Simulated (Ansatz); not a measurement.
# C2H6OSi (SMILES CC[SiH]=O): what the fields show

```xyz
10

C    -1.0483    0.6825   -0.3465
C    -0.2365   -0.2900    0.5366
Si    1.5202   -0.6534   -0.0674
O     2.2365   -2.0372   -0.0694
H    -1.2570    0.2531   -1.3481
H    -2.0263    0.9204    0.1206
H    -0.5175    1.6453   -0.5020
H    -0.7527   -1.2640    0.6714
H    -0.1151    0.1339    1.5617
H     2.1967    0.6094   -0.5568
```

All numbers below come from RKS revPBE/def2-SVP in Ansatz.

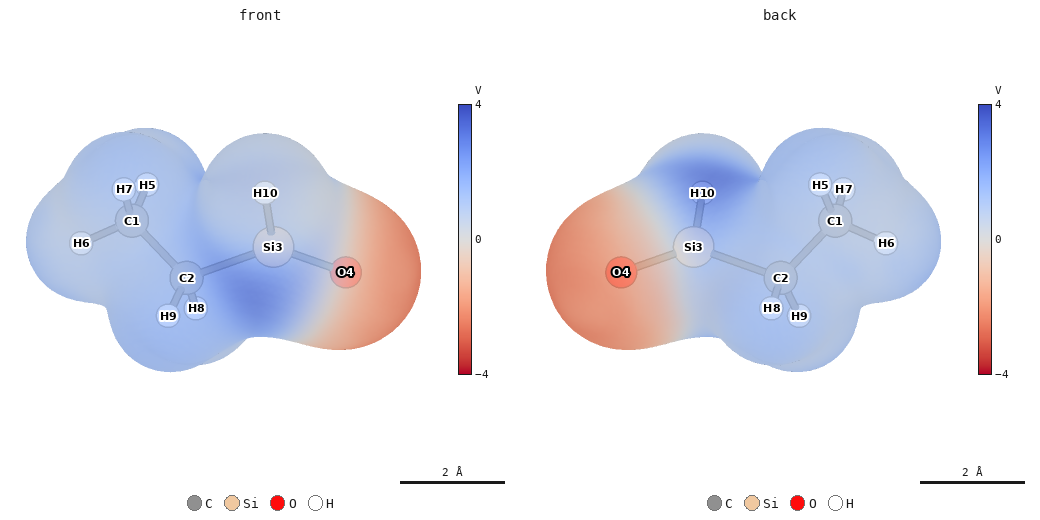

Figure 1. The molecular electrostatic potential painted on the density surface at 0.004 e/bohr³, seen from the front and from behind; red is negative and blue positive.

Q: Which sites attract a positive test charge, and which a negative one?

A: A positive charge is drawn to the negative regions and a negative charge to the positive ones. The most negative region (about −2.4 V) lies over O4, the most positive (about +3.0 V) over Si3. O4 is the likeliest acceptor of a hydrogen bond.

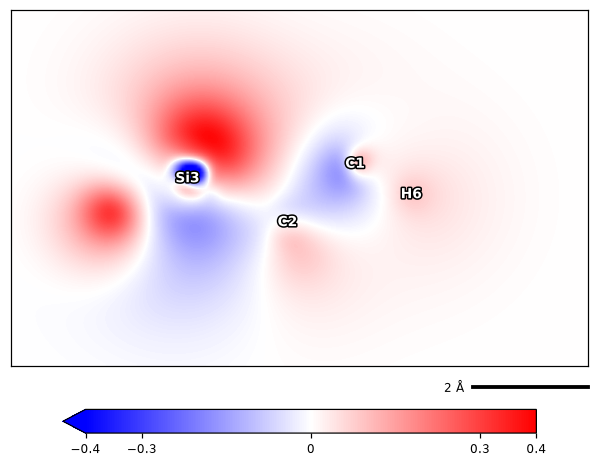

Figure 2. One frontier orbital on the plane of atoms C2, C1 and H6 (values in Å⁻³ᐟ²; the overall sign is arbitrary).

Q: Which orbital is it: HOMO or LUMO?

A: The LUMO, at −2.18 eV. Its weight (Hirshfeld) is mainly on Si3 (about 60 %) and O4 (about 20 %).

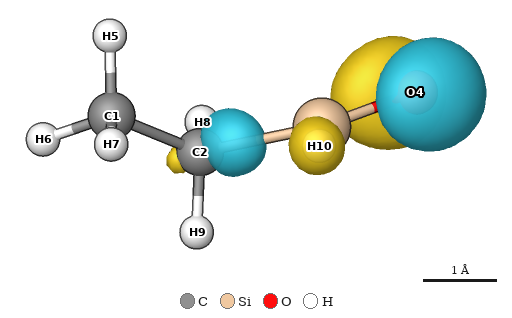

Figure 3. One frontier orbital at ±0.2 Å⁻³ᐟ² (yellow and cyan are the two phases), seen from one side.

Q: Which orbital is it: HOMO or LUMO?

A: The HOMO, at −5.98 eV. By Hirshfeld shares it lies mainly on O4 (about 70 %) and C2 (about 5 %); largely a lone pair of O4.
